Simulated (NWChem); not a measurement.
# PBE/def2-SVP run of H2O2 (SMILES OO)

Aim: the vertical ionisation energy of H2O2 at PBE/def2-SVP, from 2 runs. 

The calculation is run with NWChem 7.3.0.

3 further runs of the same task are left out: 3 set aside as unsound or not needed.

### 1 Starting point

H2O2 has 4 atoms, charge 0, and is taken as a singlet. As SMILES, `OO`. The shape is that of a PBE0-D4/def2-TZVP optimisation.

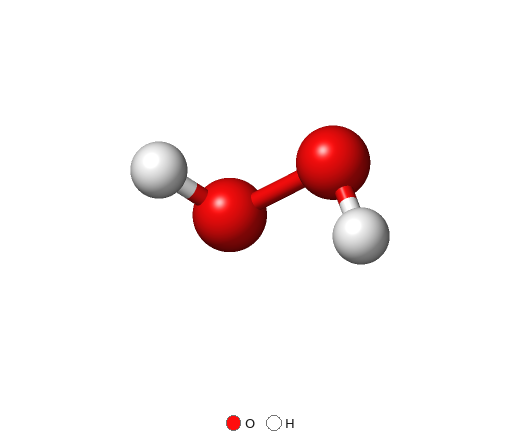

The structure, seen from a chosen angle (oxygen red, hydrogen white).

### 2 A single-point energy at PBE/def2-SVP

Input file test.nw:

```
start test
memory stack 880 mb heap 220 mb global 1100 mb
charge 0
geometry noautosym nocenter noautoz
   O       -0.486800      -0.581100       0.030600
   O        0.048300       0.728400       0.206900
   H        0.186400      -1.117000       0.467400
   H        0.252100       0.969800      -0.704900
end
basis "ao basis" spherical bse
   * library def2-SVP
end
dft
   xc xpbe96 cpbe96
   grid fine
   convergence energy 1e-08
   maxiter 100
   mulliken
   print low
end
task dft energy
```

On the command line:

```
nwchem test.nw > test.out
```

The log of the run:

```text
[...]
 d= 0,ls=0.0,diis     1   -151.2382192747 -1.89D+02  1.44D-02  3.20D-01     0.2
[...]
 d= 0,ls=0.0,diis     7   -151.2690973453 -6.77D-09  1.20D-06  1.72D-09     0.9
         Total DFT energy =     -151.269097345340
      One electron energy =     -282.233659150728
           Coulomb energy =      111.398876391957
    Exchange-Corr. energy =      -17.717436060798
 Nuclear repulsion energy =       37.283121474229
[...]
      Total Density - Mulliken Population Analysis
     ---------------------------------------------
    Atom       Charge   Shell Charges
 -----------   ------   -------------------------------------------------------
    1 O    8     8.18   1.99  1.11  0.68  2.79  1.59  0.02
    2 O    8     8.18   1.99  1.11  0.68  2.79  1.59  0.02
    3 H    1     0.82   0.70  0.06  0.07
    4 H    1     0.82   0.70  0.06  0.07
[...]
```

Run time: 2.1 s. Hardware: 1 thread of Intel Xeon 6975P-C (Granite Rapids), shared host; peak memory 0.11 GiB.

### 3 The doublet cation at the same level

Input file struct.nw:

```
start struct
title "H2O2"
memory 2200 mb
charge 1
geometry units angstroms noautosym nocenter noautoz
 O     -0.486800    -0.581100     0.030600
 O      0.048300     0.728400     0.206900
 H      0.186400    -1.117000     0.467400
 H      0.252100     0.969800    -0.704900
end
basis spherical bse
 O library def2-SVP
 H library def2-SVP
end
dft
 xc xpbe96 cpbe96
 mult 2
 grid fine
 convergence energy 1e-08
 maxiter 100
 mulliken
 print low
end
task dft energy
```

On the command line:

```
nwchem struct.nw > struct.out
```

The log of the run:

```text
[...]
 d= 0,ls=0.0,diis     1   -150.8085611292 -1.88D+02  1.16D-02  1.70D-01     0.3
[...]
 d= 0,ls=0.0,diis    10   -150.8682310952 -6.53D-09  7.90D-07  1.51D-09     2.1
[...]
         Total DFT energy =     -150.868231095170
      One electron energy =     -274.800145080106
           Coulomb energy =      103.929833810642
    Exchange-Corr. energy =      -17.281041299935
 Nuclear repulsion energy =       37.283121474229
[...]
      Total Density - Mulliken Population Analysis
     ---------------------------------------------
    Atom       Charge   Shell Charges
 -----------   ------   -------------------------------------------------------
    1 O    8     7.80   1.99  1.18  0.64  2.69  1.28  0.02
    2 O    8     7.80   1.99  1.18  0.64  2.69  1.28  0.02
    3 H    1     0.70   0.63  0.01  0.07
    4 H    1     0.70   0.63  0.01  0.07
[...]
      <S2> =      0.7513 (Exact =     0.7500)
[...]
```

It took 3.3 s on 1 thread of Intel Xeon 6975P-C (Granite Rapids), shared host; peak memory 0.11 GiB.

### 4 Outcome

At PBE/def2-SVP:

```
                                          quantity          value
                        singlet H2O2: total energy  -151.26910 Eh
                      doublet cation: total energy  -150.86823 Eh
                              doublet cation: ⟨S²⟩          0.751
vertical ionisation energy (to the doublet cation)      10.908 eV
```

**Reading.** The vertical ionisation energy comes to 10.91 eV (1052 kJ/mol). Mulliken charges (singlet H2O2) run from -0.18 on O1 to +0.18 on H3.
